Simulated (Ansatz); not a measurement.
**CH6AlOSi (SMILES [CH3][Al][O][SiH3]): UB3LYP/def2-SVP**

Aim: the vertical doublet–quartet gap of CH6AlOSi at UB3LYP/def2-SVP, from 2 runs. 

The results are computed with Ansatz 0.2.0.

105 further runs of the same task are left out: 105 set aside as unsound or not needed.

## (1) Starting point

CH6AlOSi has 10 atoms, charge 0, and is taken as a doublet. As SMILES, `[CH3][Al][O][SiH3]`. The coordinates come from a PBE0-D4/def2-TZVP relaxation. This is one conformer, not always the lowest.

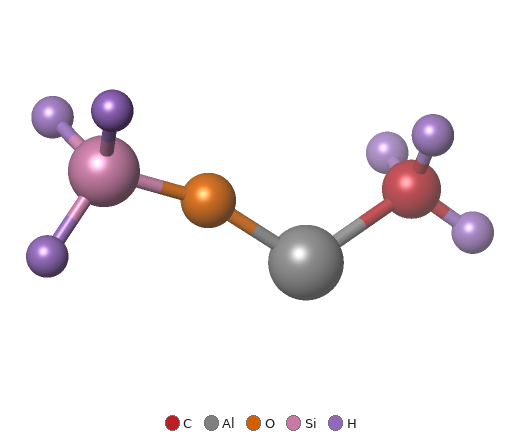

The structure, seen from a chosen angle (carbon red, aluminium grey, oxygen orange, silicon pink, hydrogen purple).

## (2) A single-point energy at UB3LYP/def2-SVP

run.yaml

```yaml
crystal:
  periodic: [false, false, false]
  atoms:
    - symbol: C
      position_ang: [0.243800, 1.981800, -1.341400]
    - symbol: Al
      position_ang: [1.086500, 0.300600, -0.766100]
    - symbol: O
      position_ang: [0.194200, -0.660700, 0.309100]
    - symbol: Si
      position_ang: [-0.287900, -1.859400, 1.294000]
    - symbol: H
      position_ang: [-0.701000, 1.751800, -1.844500]
    - symbol: H
      position_ang: [0.014800, 2.586100, -0.457700]
    - symbol: H
      position_ang: [0.869800, 2.566000, -2.016900]
    - symbol: H
      position_ang: [0.686800, -2.984600, 1.283800]
    - symbol: H
      position_ang: [-1.611000, -2.377800, 0.854700]
    - symbol: H
      position_ang: [-0.413000, -1.355000, 2.687900]
basis:
  gaussian:
    orbitals: def2-SVP
magnetization:
  spin_polarized: true
  initial_magnetization: 1
hamiltonian:
  xc: {name: B3LYP}
accuracy: high
output: {orbitals: {seedname: orbitals}}
```

On the command line:

```console
ansatz run run.yaml --threads 1 --pin off --max-ram 3480MiB --events-out events.jsonl --progress --plain --runs-dir runs
```

The program printed:

```text
Warning: RAYON_NUM_THREADS=1 ignored (pool sized by the plan → 1); use --threads N
Functional definition: B3LYP
  name "B3LYP"
  parameter a0 = 0.2
  parameter ax = 0.72
  parameter ac = 0.81
  exchange = (1 - a0 - ax)*slater_x + ax*b88_x + a0*exact_x
  correlation = (1 - ac)*vwn_rpa_c + ac*lyp_c
2093 factors; integrals over basis functions are off by at most 7.8e-9 eV
mean field evaluation 1: about -17640.4073 eV, gradient 5.2e1 eV
mean field evaluation 2: about -17606.9358 eV, gradient 9.9e1 eV
mean field evaluation 4: about -17651.6795 eV, gradient 7.1e0 eV
mean field evaluation 8: about -17652.0553 eV, gradient 2.1e-1 eV
mean field evaluation 16: about -17652.0555 eV, gradient 2.0e-4 eV
mean field -17652.05554616 eV, -648.7010763285 hartree, gradient 3.3e-8 eV, S^2 0.752099; 0 other end points of the search recorded, 0 dependent functions left out
reference -17652.05559205 eV, -648.7010780149 hartree; 24, 23 occupied and 70, 71 virtual orbitals, 2093 factors
Total energy: -17652.05559205 eV, -648.7010780149 hartree
```

Run time: 14 s. Hardware: 1 thread of Arm Neoverse V2, shared host; peak memory 0.48 GiB.

## (3) The quartet at the same level

run.yaml

```yaml
crystal:
  periodic: [false, false, false]
  atoms:
    - {symbol: C, position_ang: [0.243800, 1.981800, -1.341400]}
    - {symbol: Al, position_ang: [1.086500, 0.300600, -0.766100]}
    - {symbol: O, position_ang: [0.194200, -0.660700, 0.309100]}
    - {symbol: Si, position_ang: [-0.287900, -1.859400, 1.294000]}
    - {symbol: H, position_ang: [-0.701000, 1.751800, -1.844500]}
    - {symbol: H, position_ang: [0.014800, 2.586100, -0.457700]}
    - {symbol: H, position_ang: [0.869800, 2.566000, -2.016900]}
    - {symbol: H, position_ang: [0.686800, -2.984600, 1.283800]}
    - {symbol: H, position_ang: [-1.611000, -2.377800, 0.854700]}
    - {symbol: H, position_ang: [-0.413000, -1.355000, 2.687900]}
basis:
  gaussian: {orbitals: def2-SVP}
magnetization: {spin_polarized: true, initial_magnetization: 3}
hamiltonian: {xc: {name: B3LYP}}
accuracy: high
output: {orbitals: {seedname: orbitals}}
```

On the command line:

```console
ansatz run run.yaml --threads 1 --pin off --max-ram 3480MiB --events-out events.jsonl --progress --plain --runs-dir runs
```

The program printed:

```text
Warning: RAYON_NUM_THREADS=1 ignored (pool sized by the plan → 1); use --threads N
Functional definition: B3LYP
  name "B3LYP"
  parameter a0 = 0.2
  parameter ax = 0.72
  parameter ac = 0.81
  exchange = (1 - a0 - ax)*slater_x + ax*b88_x + a0*exact_x
  correlation = (1 - ac)*vwn_rpa_c + ac*lyp_c
2093 factors; integrals over basis functions are off by at most 7.8e-9 eV
mean field evaluation 1: about -17631.5455 eV, gradient 5.3e1 eV
mean field evaluation 2: about -17548.1145 eV, gradient 1.2e2 eV
mean field evaluation 4: about -17634.0949 eV, gradient 2.8e1 eV
mean field evaluation 8: about -17645.3357 eV, gradient 7.7e0 eV
mean field evaluation 16: about -17646.0710 eV, gradient 4.3e-1 eV
mean field evaluation 32: about -17646.0756 eV, gradient 3.8e-2 eV
mean field evaluation 64: about -17646.0175 eV, gradient 9.9e-1 eV
mean field -17646.07561201 eV, -648.4813178018 hartree, gradient 2.0e-8 eV, S^2 3.754942; 6 other end points of the search recorded, 0 dependent functions left out
reference -17646.07565741 eV, -648.4813194700 hartree; 25, 22 occupied and 69, 72 virtual orbitals, 2093 factors
Total energy: -17646.07565741 eV, -648.4813194700 hartree
```

Run time: 46 s. Hardware: 1 thread of Arm Neoverse V2, shared host; peak memory 0.49 GiB.

## (4) Outcome

At UB3LYP/def2-SVP:

| quantity | value |
| --- | --- |
| doublet: total energy | -648.70108 Eh |
| doublet: HOMO energy (highest over α and β) | -5.14 eV |
| doublet: LUMO energy (lowest over α and β) | -2.48 eV |
| doublet: ⟨S²⟩ | 0.752 |
| quartet: total energy | -648.48132 Eh |
| quartet: HOMO energy (highest over α and β) | -2.55 eV |
| quartet: ⟨S²⟩ | 3.755 |
| vertical energy of the quartet above the doublet | 5.980 eV |

**Reading.** At this shape the quartet lies 5.98 eV (577 kJ/mol) above the doublet.
